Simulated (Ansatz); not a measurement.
CHBNa (doublet)

Input

```
crystal:
  periodic: [false, false, false]
  atoms:
    - symbol: C
      position_ang: [-0.946875, 0.354757, 0.670110]
    - symbol: B
      position_ang: [-1.733688, 0.399626, -0.399780]
    - symbol: Na
      position_ang: [0.521121, -0.677018, -0.848236]
    - symbol: H
      position_ang: [-0.442208, 0.396135, 1.616147]
basis:
  gaussian: {orbitals: def2-TZVPD}
output: {forces: true, orbitals: {seedname: orbitals}}
hamiltonian: {xc: {name: PBE0}}
magnetization: {spin_polarized: true, initial_magnetization: 1}
```

Command:

```sh
ansatz run input.yaml --threads 2 --pin off --max-ram 4350MiB --events-out events.jsonl --progress --plain --runs-dir runs
```

Geometry: PBE0-D4/def2-TZVP.

Level of theory: Ansatz, isolated molecule in a Gaussian basis; Kohn-Sham density functional theory, functional PBE0.

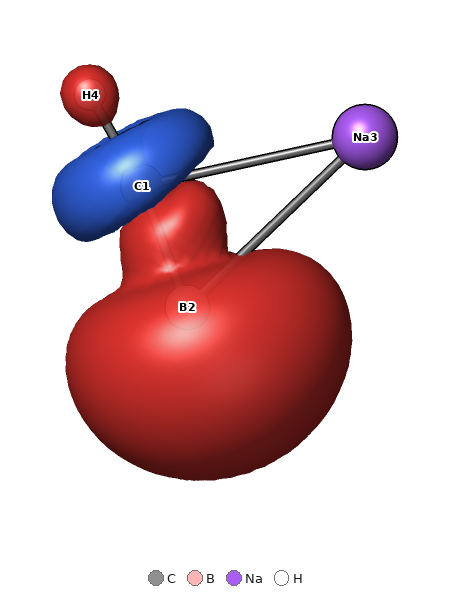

Figure 1. Isosurfaces of the spin density at +0.02 (red) and −0.02 e/Å³ (blue), seen across its widest extent.

**Which atoms carry the spin?**

The unpaired spin (1 electron) lies mostly on B2 (about 1.0), in electrons by Hirshfeld's partition.

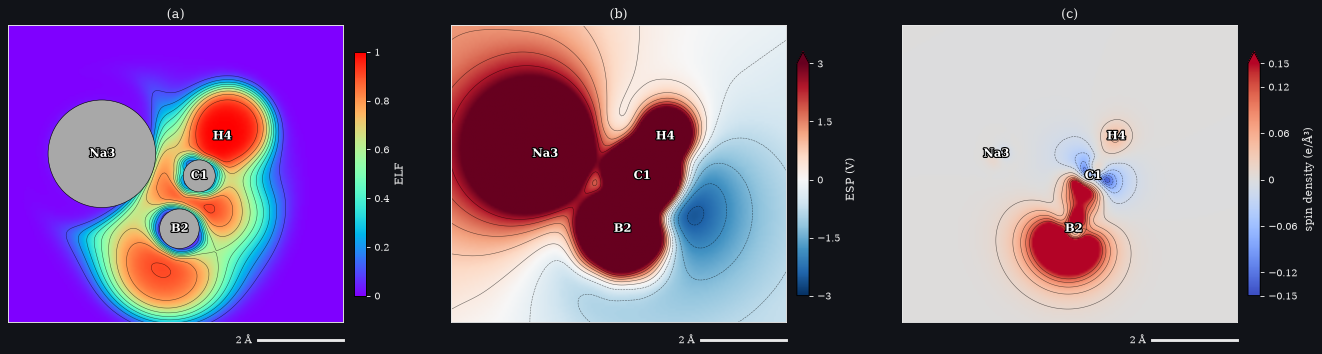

Figure 2. (a) electron localisation function; (b) molecular electrostatic potential; (c) spin density on the molecular plane. Grey discs cover the atomic cores in the ELF map.

**Interpret the plot.**

The plane passes through C, B, Na and H nuclei.
C–B (1.33 Å): the ELF peaks at about 0.85 between the atoms (a covalent bond).
C–Na (2.35 Å): the ELF peaks at about 0.80 in the valence shell of C, 0.8 Å from its nucleus, and is about 0.35 at the midpoint.
Na–B (2.54 Å): the ELF peaks at about 0.70 in the valence shell of B, 1.0 Å from its nucleus, and is about 0.45 at the midpoint.
C–H (1.07 Å): the ELF climbs to about 1 towards the hydrogen, as it does in any bond to H; an ordinary covalent bond to hydrogen.

Outside the dense part of the molecule the potential is most negative (−2.5 V) near C1.

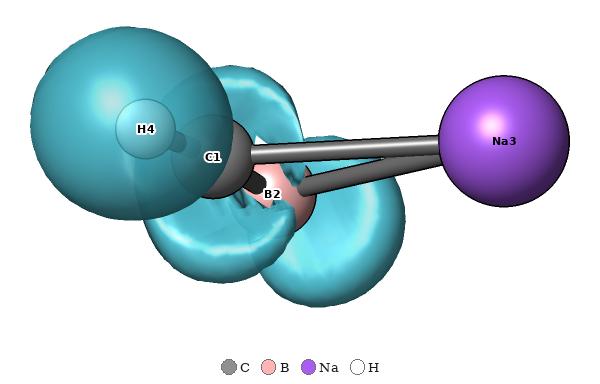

Figure 3. Isosurface of the ELF at 0.85 (cyan), seen from one side. Only the valence region is drawn (cores and ρ < 0.01 e/Å³ removed).

**What do the ELF domains correspond to?**

The surface consists of one region between bonded B–C atoms (shared pairs), one region around a hydrogen nucleus and one lobe on B, pointing away from the bonds (non-bonding electrons).

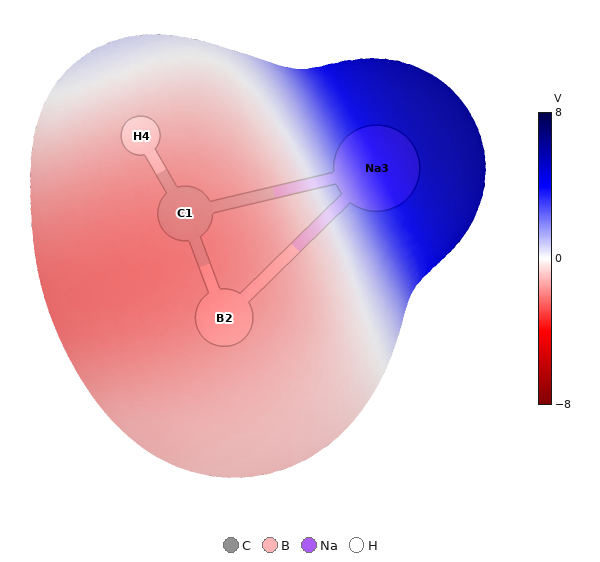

Figure 4. The molecular electrostatic potential painted on the density surface at 0.002 e/bohr³, seen across its widest extent; the colour scale runs from red (negative) to blue (positive).

**Describe the electrostatic potential map.**

The most negative region (about −2.3 V, or −53 kcal/mol for a unit charge) lies over C1, the most positive (about +6.0 V, or +138 kcal/mol for a unit charge) over Na3.

**How polar is the molecule by this calculation?**

Its dipole moment is 7.54 D.
